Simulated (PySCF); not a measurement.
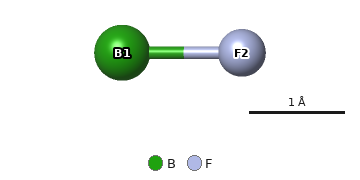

Fig. 1: The structure (ball-and-stick view, seen on its broad side; atoms are numbered from 1 in the order of the input). Bond lengths as drawn: B–F 1.26 Å.

# Two runs on BF

System: BF (Boron monofluoride), SMILES [B]F.
Method of run 1: TDDFT PBE0/def2-TZVP, vertical, gas phase, core orbitals frozen in the response (PySCF 2.14.0).

The geometry comes from this level: PBE0-D3(BJ)/def2-SVP. Text and figures count atoms from 1; the logs count them from 0 in places.

The input, run 1:
```
{"job": {"kind": "uv", "xc": "PBE0", "basis": "def2-TZVP"}, "charge": 0, "multiplicity": 1}
B      0.654343    -0.087947     0.015738
F     -0.604623     0.000237    -0.037968
```

The first line tells a small driver script what to run in PySCF; the rest is the geometry in Å.

Command:
```bash
OMP_NUM_THREADS=1 python <driver script> task.json out
```

Hardware: 1 CPU thread, shared host.

Output (run 1):
```
coarse grid: 2176 points
cycle   1  E = -124.5528960997  dE =  1.180e-01  |g| = 3.856e-01  |ddm| = 1.037e+00
cycle   2  E = -124.5079693408  dE =  4.493e-02  |g| = 6.737e-01  |ddm| = 4.005e-01
cycle   3  E = -124.5761272870  dE = -6.816e-02  |g| = 1.238e-02  |ddm| = 2.345e-01
cycle   4  E = -124.5761595643  dE = -3.228e-05  |g| = 3.133e-03  |ddm| = 1.586e-02
cycle   5  E = -124.5761610153  dE = -1.451e-06  |g| = 2.398e-04  |ddm| = 2.847e-03
final grid: 22816 points
cycle   6  E = -124.5802248046  dE = -6.148e-05  |g| = 2.011e-03  |ddm| = 1.995e-02
cycle   7  E = -124.5802250578  dE = -2.532e-07  |g| = 1.667e-03  |ddm| = 2.378e-03
cycle   8  E = -124.5802254328  dE = -3.750e-07  |g| = 8.685e-04  |ddm| = 1.013e-03
cycle   9  E = -124.5802255356  dE = -1.028e-07  |g| = 3.285e-05  |ddm| = 2.804e-04
cycle  10  E = -124.5802255359  dE = -2.923e-10  |g| = 1.160e-05  |ddm| = 5.518e-05
converged SCF energy = -124.5802255359

Static polarisability (au): isotropic 19.421, principal 17.762 20.250 20.250

Singlet excitations
state   eV       nm        f      main configurations
  1   6.2236    199.2   0.23869   H->L+1 0.99
  2   6.2236    199.2   0.23870   H->L 0.99
  3   8.6283    143.7   0.19415   H->L+2 0.96
  4  10.2191    121.3   0.17857   H->L+3 0.96
  5  10.5356    117.7   0.06691   H->L+5 0.85, H->L+4 0.15
  6  10.5356    117.7   0.06691   H->L+4 0.85, H->L+5 0.15
  7  11.5044    107.8   0.00000   H-1->L 0.49, H-2->L+1 0.49
  8  11.6704    106.2   0.00000   H-2->L 0.49, H-1->L+1 0.49
  9  11.6704    106.2   0.00000   H-2->L+1 0.49, H-1->L 0.49
 10  13.7112     90.4   0.13105   H-1->L+1 0.43, H-2->L 0.43, H->L+6 0.10

Triplet excitations (Tamm-Dancoff, eV): 3.2520 3.2521 7.6273 8.9923
```

Run 2 used a changed input.

The two runs side by side:

| quantity | run 1 | run 2 |
| --- | --- | --- |
| outcome | converged | converged |
| total energy (hartree) | −124.580226 | −124.427063 |
| HOMO (eV) | −8.02 | −7.88 |
| LUMO (eV) | −1.03 | −0.93 |
| dipole moment (D) | 1.01 | 1.20 |
| lowest excitation (eV) | 6.22 | 6.25 |
| SCF iterations | 10 | 10 |
| strongest computed line (eV) | 6.22 | 13.97 |
| basis functions | 62 | 28 |

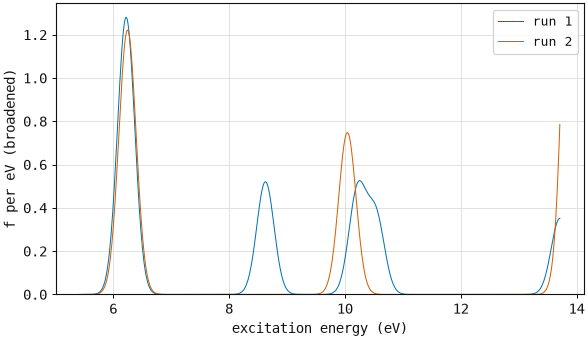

Fig. 2: Absorption of the two runs from their computed states, each broadened by a Gaussian of 0.35 eV full width; the range ends where the shorter list of states ends.

Which change of the input explains these differences?

The change (lines with − go, lines with + come):
```diff
-"basis": "def2-TZVP"
+"basis": "def2-SVP"
```

The total energy of run 2 is 96.1 kcal/mol higher, which measures the change of basis and not a stability. The HOMO goes from −8.02 to −7.88 eV. The LUMO goes from −1.03 to −0.93 eV. The dipole moment goes from 1.01 to 1.20 D. The strongest computed line goes from 6.22 to 13.97 eV. The number of SCF iterations is the same. The basis functions go from 62 to 28.

Output (run 2):
```
coarse grid: 2176 points
cycle   1  E = -124.3829250521  dE =  1.074e-01  |g| = 3.827e-01  |ddm| = 1.447e+00
cycle   2  E = -124.3365226917  dE =  4.640e-02  |g| = 6.560e-01  |ddm| = 5.664e-01
cycle   3  E = -124.4082263834  dE = -7.170e-02  |g| = 1.321e-02  |ddm| = 3.489e-01
cycle   4  E = -124.4082626367  dE = -3.625e-05  |g| = 2.244e-03  |ddm| = 1.193e-02
cycle   5  E = -124.4082634305  dE = -7.938e-07  |g| = 1.443e-04  |ddm| = 1.833e-03
final grid: 22816 points
cycle   6  E = -124.4270621444  dE = -2.526e-05  |g| = 1.870e-03  |ddm| = 1.120e-02
cycle   7  E = -124.4270615997  dE =  5.447e-07  |g| = 2.823e-03  |ddm| = 3.361e-03
cycle   8  E = -124.4270629541  dE = -1.354e-06  |g| = 1.336e-04  |ddm| = 1.569e-03
cycle   9  E = -124.4270629581  dE = -4.049e-09  |g| = 2.191e-05  |ddm| = 1.895e-04
cycle  10  E = -124.4270629583  dE = -1.296e-10  |g| = 5.776e-06  |ddm| = 4.121e-05
converged SCF energy = -124.4270629583

Static polarisability (au): isotropic 17.350, principal 15.602 18.224 18.224

Singlet excitations
state   eV       nm        f      main configurations
  1   6.2473    198.5   0.22772   H->L 0.75, H->L+1 0.25
  2   6.2473    198.5   0.22772   H->L+1 0.75, H->L 0.25
  3  10.0433    123.4   0.27878   H->L+2 0.97
  4  11.5220    107.6   0.00000   H-1->L 0.49, H-2->L+1 0.49
  5  11.7163    105.8   0.00000   H-2->L 0.45, H-1->L+1 0.45
  6  11.7163    105.8   0.00000   H-2->L+1 0.45, H-1->L 0.45
  7  13.9056     89.2   0.21250   H->L+4 0.58, H->L+5 0.36
  8  13.9056     89.2   0.21250   H->L+5 0.58, H->L+4 0.36
  9  13.9681     88.8   0.49852   H->L+3 0.78, H-2->L 0.10, H-1->L+1 0.10
 10  14.4675     85.7   0.02027   H-3->L 0.93

Triplet excitations (Tamm-Dancoff, eV): 3.1952 3.1952 8.5819 10.6671
```
